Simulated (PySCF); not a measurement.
C7H11PSi

```xyz
20

C    -3.3358   -0.1186    0.0778
C    -1.8681   -0.0698   -0.2208
C    -1.1194   -1.2385   -0.3003
C     0.2287   -1.1955   -0.5935
C     0.8677    0.0227   -0.8056
P     2.6478    0.0125   -1.1801
Si    3.3796   -0.1229    0.9315
C     0.1207    1.1929   -0.7413
C    -1.2292    1.1424   -0.4512
H    -3.5826   -0.9980    0.6684
H    -3.6537    0.7710    0.6174
H    -3.9025   -0.1679   -0.8529
H    -1.6006   -2.1917   -0.1312
H     0.8019   -2.1108   -0.6570
H     2.7874    1.3935   -1.2775
H     3.0803   -1.4759    1.4015
H     2.7477    0.8473    1.8300
H     4.8223    0.1100    0.8901
H     0.5996    2.1469   -0.9170
H    -1.7971    2.0610   -0.3998
```

Geometry: GFN2-xTB.

These are results of PBE0/pcSseg-1, SCF density, gas phase, non-relativistic in PySCF 2.14.0, not measurements.

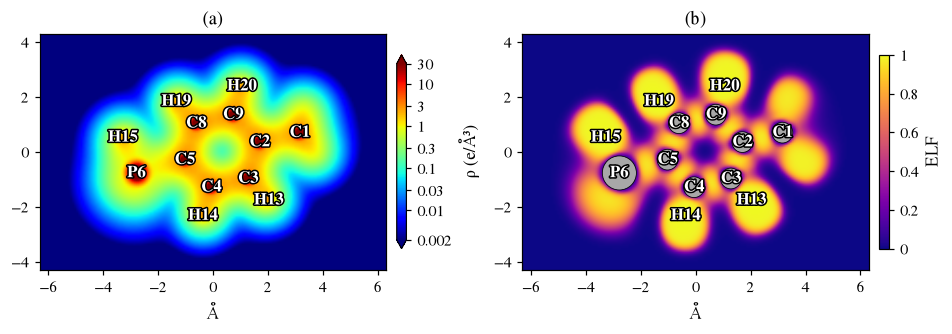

Figure 1. (a) total electron density; (b) ELF on the plane of atoms C5, C8 and C9. Grey discs cover the atomic cores in the ELF map.

Question: Interpret the plot.

Answer: The section cuts through C, P and H sites.
C–C (1.38 Å): the density is about 2.1 e/Å³ at the midpoint; the ELF peaks at about 0.95 between the atoms, as expected for a covalent bond.
C–P (1.82 Å): the density is about 1.1 e/Å³ at the midpoint; the ELF peaks at about 0.95 between the atoms, as expected for localised, covalent bonding.
C–H (1.08 Å): ρ is about 2 e/Å³ halfway; the ELF climbs to about 1 towards the hydrogen, as it does in any bond to H; a covalent bond by its length.
C–C (1.50 Å): ρ at the midpoint is about 1.7 e/Å³; the ELF peaks at about 0.95 between the atoms, as expected for a shared electron pair.
P–H (1.39 Å): ρ at the midpoint is about 1.1 e/Å³; the ELF climbs to about 1 towards the hydrogen.
The ELF also peaks beside P6, away from the bonds: lone-pair regions.

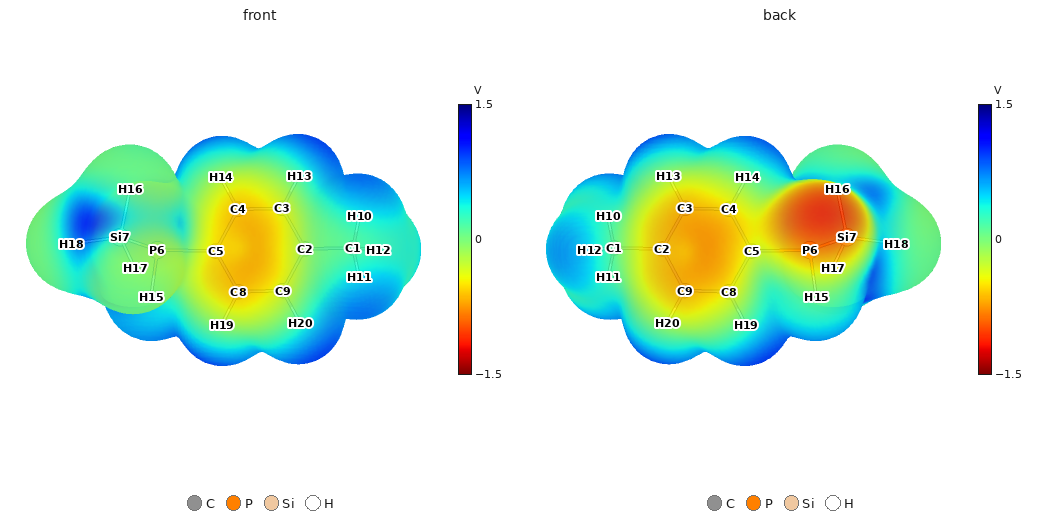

Figure 2. The electrostatic potential painted on the density surface at 0.002 e/bohr³, seen from the front and from behind; the colour scale runs from red (negative) to blue (positive).

Question: Describe the electrostatic potential map.

Answer: The most negative region (about −1.1 V) lies over P6, the most positive (about +0.9 V) over Si7, H13, H19 and H20.
